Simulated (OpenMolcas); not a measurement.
B2H2F2: single-point calculation (part 1 of 2)

B2H2F2, computed with NEVPT2/ANO-RCC-VTZP, DKH2 (OpenMolcas 26.06).

The geometry comes from this level: GFN2-xTB.

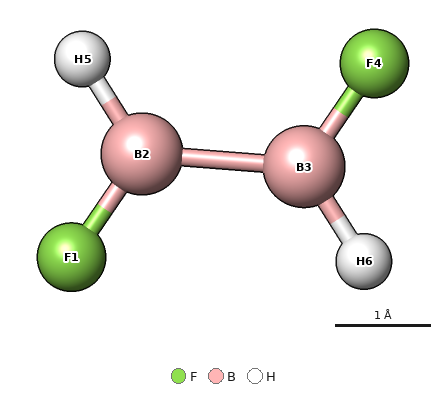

The structure (ball-and-stick view, seen on its broad side; atoms are numbered from 1 in the order of the input). Bond lengths as drawn: B–B 1.71 Å, B–F 1.32 Å and B–H 1.18 Å.

Results in brief:

- outcome: converged
- total energy: −250.472629 hartree
- basis functions: 148
- hardware: 1 thread of Arm Neoverse V1, 24 GiB of memory available, shared host
- wall time: 18 s
- peak memory: 0.3 GiB

Input file:
```
>>> EXPORT MOLCAS_PRINT=2

&gateway
  xbas
  F.ANO-RCC-VTZP
  B.ANO-RCC-VTZP
  H.ANO-RCC-VTZP
  End of Basis
  zmat
  F1
  B2 1 1.317881
  B3 2 1.711773 1 119.93771
  F4 3 1.31779 2 119.92772 1 -179.46618
  H5 2 1.180564 1 113.46662 3 179.88119
  H6 3 1.180443 4 113.42326 2 179.9483
  End of ZMAT
  ricd

&seward
  relativistic=R02E00

&rasscf
  fileorb=$CurrDir/step2.RasOrb
  spin=1
  nactel=2 0 0
  inactive=14
  ras2=2
  orblisting=Nothing
  orbappear=Compact

&caspt2
  pc-nevpt2
```

Launched with:
```bash
export MOLCAS_MEM=1860
pymolcas step4.inp > step4.log
```

Output:
```
--- Start Module: gateway ---

                                              &GATEWAY

                       available to each process: 1.9 GB of memory, 1 thread

++    Symmetry information:
      ---------------------

                    Character Table for C1

                             E
                    a        1  x, y, xy, Rz, z, xz, Ry, yz, Rx, I
--

++    Basis set information:
      ----------------------

      Basis set label: F.ANO-RCC...4S3P2D1F.

      Electronic valence basis set:
      ------------------
      Associated Effective Charge   9.000000 au
      Associated Actual Charge      9.000000 au
      Nuclear Model: Point charge

      Shell  nPrim  nBasis  Cartesian Spherical Contaminant
         s      14       4        X
         p       9       3        X
         d       4       2                 X
         f       3       1                 X

      Basis set label: B.ANO-RCC...4S3P2D1F.

      Electronic valence basis set:
      ------------------
      Associated Effective Charge   5.000000 au
      Associated Actual Charge      5.000000 au
      Nuclear Model: Point charge

      Shell  nPrim  nBasis  Cartesian Spherical Contaminant
         s      14       4        X
         p       9       3        X
         d       5       2                 X
         f       3       1                 X

      Basis set label: F.ANO-RCC...4S3P2D1F.

      Electronic valence basis set:
      ------------------
      Associated Effective Charge   9.000000 au
      Associated Actual Charge      9.000000 au
      Nuclear Model: Point charge

      Shell  nPrim  nBasis  Cartesian Spherical Contaminant
         s      14       4        X
         p       9       3        X
         d       4       2                 X
         f       3       1                 X

      Basis set label: H.ANO-RCC...3S2P1D.

      Electronic valence basis set:
      ------------------
      Associated Effective Charge   1.000000 au
      Associated Actual Charge      1.000000 au
      Nuclear Model: Point charge

      Shell  nPrim  nBasis  Cartesian Spherical Contaminant
         s       8       3        X
         p       4       2        X
         d       3       1                 X
--

++    Molecular structure info:
      -------------------------

                    ************************************************
                    **** Cartesian Coordinates / bohr, angstrom ****
                    ************************************************

     Center  Label                x              y              z                     x              y              z
        1      F1               0.000000       0.000000       0.000000              0.000000       0.000000       0.000000
        2      B2               0.000000       0.000000       2.490434              0.000000       0.000000       1.317881
        3      B3               2.803160       0.000000       4.104779              1.483369       0.000000       2.172155
        4      F4               2.802773      -0.020107       6.594960              1.483163      -0.010640       3.489902
        5      H5              -2.046422       0.004244       3.378828             -1.082920       0.002246       1.787999
        6      H6               4.850155       0.018521       3.218463              2.566591       0.009801       1.703138

                    ***************************************
                    *    InterNuclear Distances / bohr    *
                    ***************************************

               1 F1            2 B2            3 B3            4 F4            5 H5            6 H6
    1 F1       0.000000
    2 B2       2.490434        0.000000
    3 B3       4.970605        3.234782        0.000000
    4 F4       7.165852        4.970218        2.490262        0.000000
    5 H5       3.950233        2.230943        4.903618        5.818830        0.000000
    6 H6       5.820898        4.904526        2.230714        3.948923        6.898456        0.000000

                    *******************************************
                    *    InterNuclear Distances / angstrom    *
                    *******************************************

               1 F1            2 B2            3 B3            4 F4            5 H5            6 H6
    1 F1       0.000000
    2 B2       1.317881        0.000000
    3 B3       2.630331        1.711773        0.000000
    4 F4       3.792005        2.630126        1.317790        0.000000
    5 H5       2.090373        1.180564        2.594883        3.079192        0.000000
    6 H6       3.080287        2.595363        1.180443        2.089680        3.650506        0.000000

                    **************************************
                    *    Valence Bond Angles / degree    *
                    **************************************
                          Atom centers                 Phi
                      1 F1       2 B2       5 H5       113.47
                      4 F4       3 B3       6 H6       113.42
--

            Nuclear Potential Energy             87.59581014 au

--- Stop Module: gateway /rc=_RC_ALL_IS_WELL_ ---
--- Module gateway spent 1 second ---

--- Start Module: seward ---

                                              &SEWARD

                       available to each process: 1.9 GB of memory, 1 thread

               SEWARD will generate:
                  Multipole Moment integrals up to order  2
                  Kinetic Energy integrals
                  Nuclear Attraction integrals (point charge)
                  One-Electron Hamiltonian integrals
                  Velocity integrals
                  Relativistic Douglas-Kroll-Hess integrals:
                    - Parametrization         : EXP
                    - DKH order of Hamiltonian: 2
                    - DKH order of Properties : 0
                         - multipole moment operators
                         - electric potential operators
                         - contact operators
                  Orbital angular momentum around (  1.4015  -0.0058   3.2976 )
                  Velocity quadrupole around (  1.4015  -0.0058   3.2976 )
                  Atomic mean-field integrals
                  RI decomposed two-electron repulsion integrals stored Cholesky style
                   - acCD auxiliary basis
                   - CD Threshold:   1.00E-04

                   Integrals are discarded if absolute value <: 1.00E-14
                   Integral cutoff threshold is set to       <: 1.00E-16

            Nuclear Potential Energy             87.59581014 au

      Basis set specifications :
      Symmetry species         a
      Basis functions          148

--- Stop Module: seward /rc=_RC_ALL_IS_WELL_ ---
--- Module seward spent 6 seconds ---

--- Start Module: rasscf ---

                                              &RASSCF

                       available to each process: 1.9 GB of memory, 1 thread

      Header of the ONEINT file:
      --------------------------

      OrdInt status: non-squared

      Cartesian coordinates in angstrom:
      -----------------------------------------------------
      No.  Label        X            Y            Z
      -----------------------------------------------------
       1   F1         0.00000000   0.00000000   0.00000000
       2   B2         0.00000000   0.00000000   1.31788100
       3   B3         1.48336852   0.00000000   2.17215534
       4   F4         1.48316349  -0.01064042   3.48990236
       5   H5        -1.08291985   0.00224557   1.78799898
       6   H6         2.56659143   0.00980105   1.70313750
      -----------------------------------------------------
      Nuclear repulsion energy =   87.59581014

++    Wave function specifications:
      -----------------------------

      Number of closed shell electrons          28
      Number of electrons in active shells       2
      Max number of holes in RAS1 space          0
      Max nr of electrons in RAS3 space          0
      Number of inactive orbitals               14
      Number of active orbitals                  2
      Number of secondary orbitals             132
      Spin quantum number                      0.0
      State symmetry                             1
--

++    Orbital specifications:
      -----------------------

      Symmetry species                           1
                                                 a
      Frozen orbitals                            0
      Inactive orbitals                         14
      Active orbitals                            2
      RAS1 orbitals                              0
      RAS2 orbitals                              2
      RAS3 orbitals                              0
      Secondary orbitals                       132
      Deleted orbitals                           0
      Number of basis functions                148
--

++    CI expansion specifications:
      ----------------------------

      Number of CSFs                             3
      Number of spin combinations                3
      Number of determinants                     4
      Number of root(s) required                 1
      Root chosen for geometry opt.              1
      CI root used                               1

      highest root included in the CI            1
      max. size of the explicit Hamiltonian      3
--

++    Optimization specifications:
      ----------------------------

      RASSCF algorithm: LK RI/DF
      Maximum number of macro iterations       200
      Maximum number of SX iterations          100
      Threshold for RASSCF energy            1.000E-08
      Threshold for max MO rotation          1.000E-01
      Threshold for max BLB element          1.000E-04
      Level shift parameter                  5.000E-01
      Make Quasi-Newton update
--

      The MO-coefficients are taken from the file:
      step2.RasOrb
      Title: RASSCF average (pseudo-natural) orbitals

      Total molecular charge    0.00

      ************************************************************************************************************************
      *                                            Wave function control section                                             *
      ************************************************************************************************************************

                                         RASSCF iterations: Energy and convergence statistics
                                         ----------------------------------------------------
```
